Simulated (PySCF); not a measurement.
Molecule: SMILES CC[SiH](N)N(C)C (C₄H₁₄N₂Si). Atoms near the plane z = 0.0 Å, at the GFN2-xTB optimised geometry (x, y, z in Å): Si1 (-1.5, 0.0, 0.0), N5 (0.2, 0.0, 0.0), C6 (1.0, 0.9, 0.8), C7 (1.0, -1.2, -0.4), H8 (-1.9, 1.4, 0.0), H16 (1.9, 1.3, 0.2), H18 (0.4, 1.8, 1.0), H19 (1.3, -1.7, 0.5), H20 (0.4, -1.8, -1.0), H21 (1.9, -0.9, -0.9).

Level of theory: B3LYP/def2-SVP (PySCF 2.14.0). Cells within 0.4 Å of a nucleus heavier than hydrogen are left out (blank, or x). The values are rescaled to run from 0 to 1.

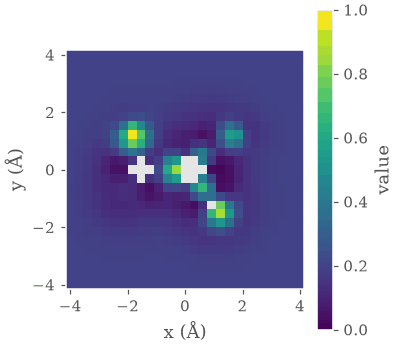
Figure. a field on the plane z = 0.0 Å.

Q: Which quantity is mapped?
A. deformation density (molecule minus spherical neutral atoms)
B. electrostatic potential
C. log10 of the electron density
D. an orbital amplitude

A: A, deformation density (molecule minus spherical neutral atoms). In full: deformation density (molecule minus spherical neutral atoms) (e/bohr³).
